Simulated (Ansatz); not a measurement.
## Electronic structure of H3S2Si2 (SMILES [SiH-]1S[SiH2]S1) (charge −1) in real space

Input

```
crystal:
  periodic: [false, false, false]
  atoms:
    - {symbol: S, position_ang: [0.282101, -0.291289, -2.068186]}
    - {symbol: S, position_ang: [-1.993345, 0.441122, 0.252728]}
    - {symbol: Si, position_ang: [-0.966160, -1.559026, -0.500479]}
    - {symbol: Si, position_ang: [-0.176977, 1.191374, -0.594701]}
    - {symbol: H, position_ang: [0.163348, -1.466465, 0.577693]}
    - {symbol: H, position_ang: [-0.329891, 2.585351, -1.184515]}
    - {symbol: H, position_ang: [0.918553, 1.290879, 0.447968]}
basis:
  gaussian: {orbitals: def2-TZVPD}
total_charge: -1
hamiltonian: {xc: {name: PBE0}}
output: {forces: true, orbitals: {seedname: orbitals}}
```

Launched as:

```sh
ansatz run input.yaml --threads 2 --pin off --max-ram 4350MiB --events-out events.jsonl --progress --plain --runs-dir runs
```

Geometry: PBE-D3(BJ)/def2-SVPD.

These are results of isolated molecule in a Gaussian basis; Kohn-Sham density functional theory, functional PBE0 (Ansatz), not measurements.

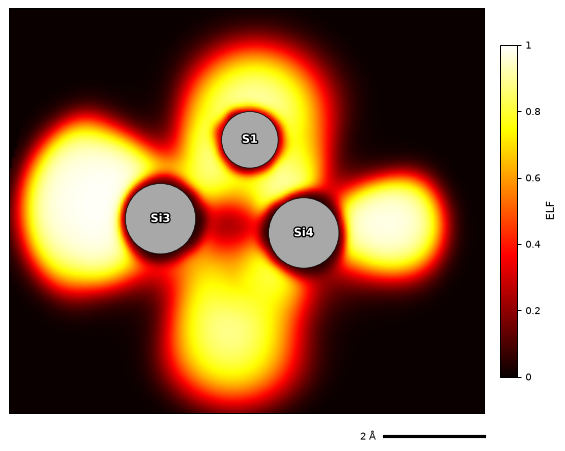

Figure 1. Electron localisation function on the plane of atoms Si3, S1 and Si4. Grey discs cover the atomic cores.

> What does the map show?

- The plane passes through S and Si nuclei.
- Si–S (2.14 Å): the ELF peaks at about 0.90 between the atoms: localised, covalent bonding.
- Si–S (2.37 Å): the ELF peaks at about 0.85 between the atoms: a covalent bond.
- The ELF also peaks beside S2, Si3 and S1, away from the bonds: lone-pair regions.

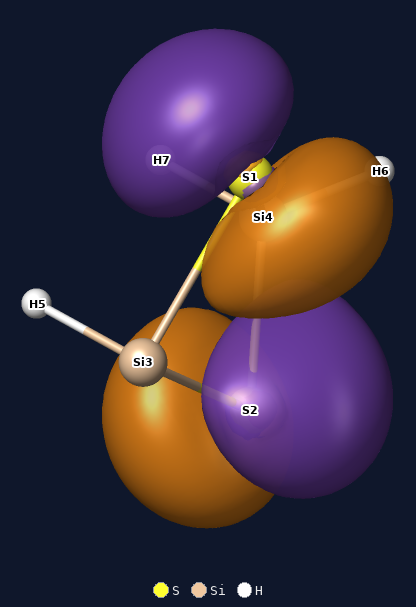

Figure 2. The HOMO−1 at ±0.1 Å⁻³ᐟ² (orange and purple are the two phases), seen at an oblique angle.

> What is the character of this orbital?

Its weight (Hirshfeld) is mainly on S1 (about 45 %) and S2 (about 45 %); largely a combination of lone pairs on S1 and S2. Its energy is −2.48 eV.

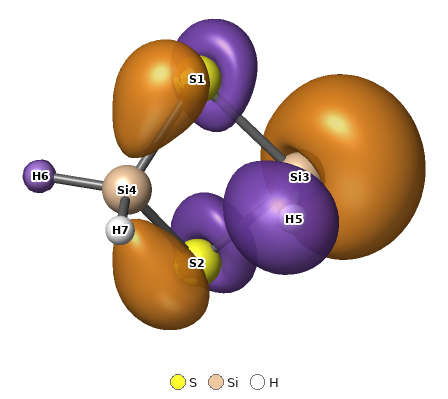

Figure 3. The HOMO at ±0.1 Å⁻³ᐟ² (orange and purple are the two phases), seen at a tilt.

> Where does this orbital lie, and at what energy?

By Hirshfeld shares it lies mainly on Si3 (about 60 %), S1 (about 15 %), S2 (about 15 %) and H5 (about 10 %). Its energy is −1.35 eV.
